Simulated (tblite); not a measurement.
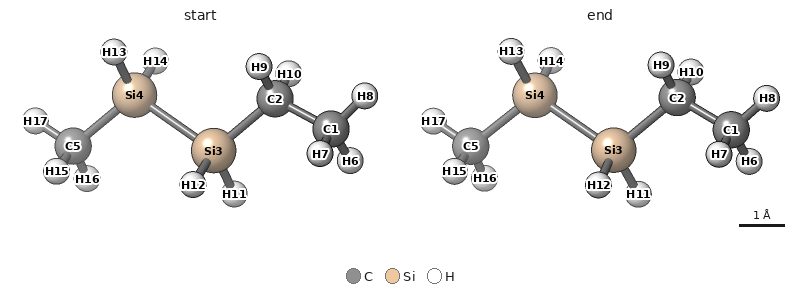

The structure of C3H12Si2 before (left) and after (right) a relaxation, at one scale.

The picture is a ball-and-stick view, seen at a tilt.

Level of theory: GFN2-xTB geometry optimisation, gas phase (tblite 0.8.0). 

Describe what moved and what it gained.

Answer. Over 34 geometry steps the energy falls by 2.69 kcal/mol. The largest moves after the best rigid fit, 0.12 Å, are those of H11 and H12. Largest moves by element: H 0.12 Å, C 0.06 Å, Si 0.01 Å. Near-neighbour distances that change, for instance: Si4–C5 1.851 → 1.899 Å, C2–Si3 1.861 → 1.906 Å, Si4–H14 1.496 → 1.473 Å, Si3–H12 1.488 → 1.473 Å. Bond angles that change, for instance: Si4–Si3–H12 109.1° → 113.9°, Si4–Si3–H11 109.8° → 113.9°, Si3–Si4–H14 109.0° → 113.1°.
